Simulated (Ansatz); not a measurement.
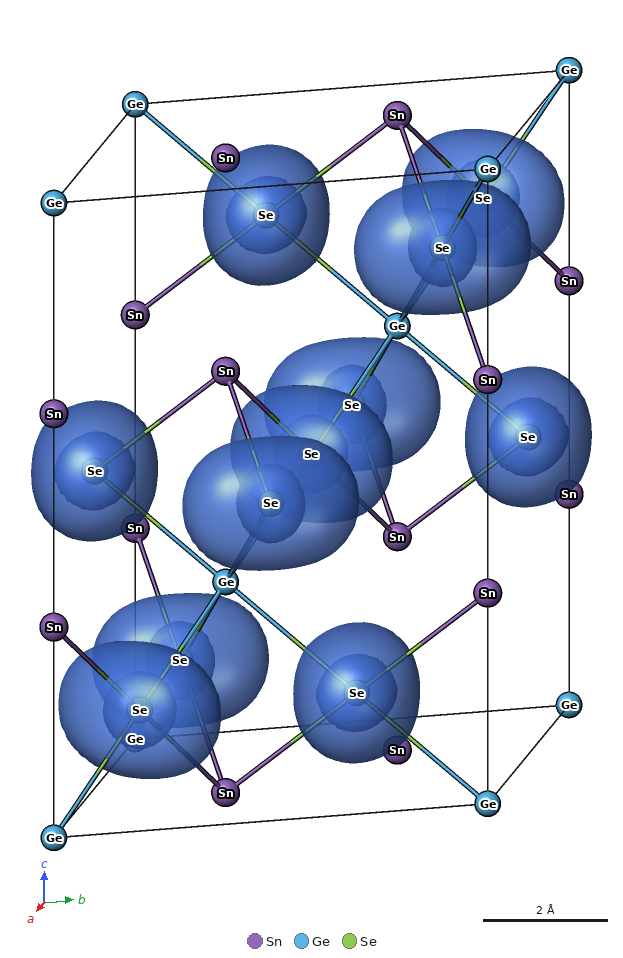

The picture shows: Sn2GeSe3. Isosurface of the ELF at 0.7 (blue), seen slightly off an axis. Core shells and regions of very low density are left out. Sticks mark near contacts.

Space group R-3m; a structure generated by program, which may or may not match a known phase; computed pressure about −2 GPa in this cell.

Method: DFT PBEsol, scalar-relativistic, plane waves, PAW (Ansatz 0.2.0).

In a PAW calculation such maps are meaningful between the atoms, not at the nuclei.

**Where are the electrons localised?**

The ELF exceeds this value in nine regions wrapped around Se (the valence shell of each), counted in one cell of 18 atoms. Any copies at cell faces, edges or corners count once. Along the contacts the grid gives the following. Sn–Se (2.78 Å): the ELF is about 0.45 at the midpoint and 0.25 at its lowest between the atoms. Ge–Se (2.79 Å): the ELF is about 0.50 at the midpoint.

**How much charge does the calculation move between the atoms?**

Electrons move from Sn and Ge towards Se. Bader charges: Sn +0.83, Ge +0.69 and Se −0.78 e.
